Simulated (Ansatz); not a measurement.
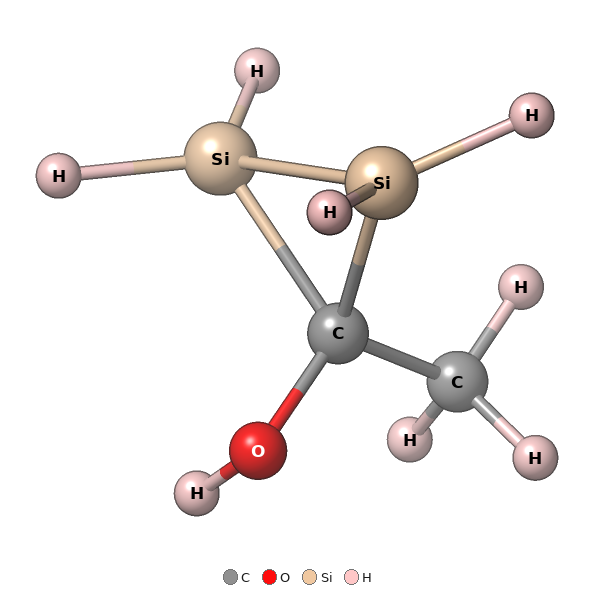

Orthographic view. Distant atoms are faded towards the background colour. Computed geometry: PBE-D4/def2-SVP optimisation. No frequency run is at hand to confirm it as a minimum.

Question: Give the standard InChI.

Answer: InChI=1S/C2H8OSi2/c1-2(3)4-5-2/h3H,4-5H2,1H3
